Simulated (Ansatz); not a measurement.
Relaxed Zn (hcp, Mg type):

```xyz
2
Lattice="2.6222 0.0000 0.0000 -1.3111 2.2709 0.0000 0.0000 0.0000 5.1932" Properties=species:S:1:pos:R:3 pbc="T T T"
Zn     0.0000     1.5139     3.8949
Zn     1.3111     0.7570     1.2983
```

The atoms are displaced by Q × the pattern below (from a DFPT mode at Γ, largest move 1; Q in Å), at fixed cell.

```tsv
atom	x	y	z
Zn1	0.000	0.000	-1.000
Zn2	0.000	0.000	1.000
```

Level of theory: PBE (plane waves to 420 eV, PAW, scalar-relativistic; Ansatz, a program for electronic structure). k mesh 20×20×9 (Γ-centred), Fermi-Dirac smearing 0.05 eV. Energies are smeared free energies. With partly filled bands, energies and forces of such displacements shift with the k mesh and the smearing. The PAW data are Ansatz's earlier set. Zn was relaxed with its symmetry unable to fall. The zero of ΔE is the undisplaced structure.

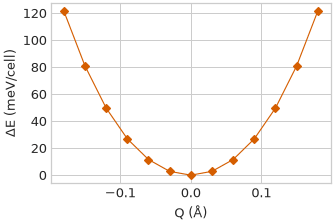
Figure. ΔE (meV/cell) against Q (Å); one marker a computed point.

**Question.** What is the energy change at Q = 0.180 Å?

**Answer.** About 120 meV/cell.

**Question.** What harmonic wavenumber does the curvature at Q = 0 give?

**Answer.** About 110 cm⁻¹.

(A displaced cell: forces are minus the slopes of the energy, force constants its curvatures, and phonons follow from these.)
